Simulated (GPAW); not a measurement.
Band structure of NbN (Fm-3m, 2 atoms in the cell).

```xyz
2
Lattice="0.0000 2.2144 2.2144 2.2144 0.0000 2.2144 2.2144 2.2144 0.0000" Properties=species:S:1:pos:R:3 pbc="T T T"
Nb     2.2144     2.2144     2.2144
N      0.0000     0.0000     0.0000
```

Computed with PBE, GPAW PAW datasets PBE (gpaw-data 1.0.1) (plane waves; GPAW).

Settings: mode = pw; ecut = 950 eV; xc = PBE; kpts = 13 13 13; mesh shift (steps) = 0 0 0; occupations.name = methfessel-paxton; occupations.width = 0.05 eV; occupations.order = 0; nbands = -6; symmetry.symmorphic = false; symmetry.tolerance = 0.0005; maxiter = 100; bandpath_npoints = 40.

The starting cell comes from a database of computed structures (which also holds hypothetical and non-ambient phases and stackings), without a prior relaxation at this level. Its lattice was rescaled by a random factor within 2.5 % of one. Spin polarisation is off.

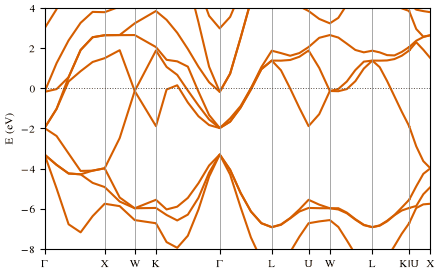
Fig. 1. Bands along the path, energies from the Fermi level.

Levels in eV from the Fermi level, bands 6 to 13:
```csv
point,6,7,8,9,10,11,12,13
Γ,-3.30,-3.30,-3.30,-1.98,-1.98,-1.98,-0.18,-0.18
X,-5.75,-4.92,-3.98,-3.98,1.50,2.64,2.64,3.79
W,-6.56,-5.97,-5.97,-0.14,-0.14,2.65,3.23,4.37
K,-6.72,-5.96,-5.55,-1.88,1.88,2.05,3.85,4.23
L,-8.97,-6.91,-6.91,1.38,1.38,1.87,4.43,6.52
U,-6.72,-5.96,-5.55,-1.88,1.88,2.05,3.85,4.23
```

Bands cross the Fermi level along this path, so the cell is metallic at this level.
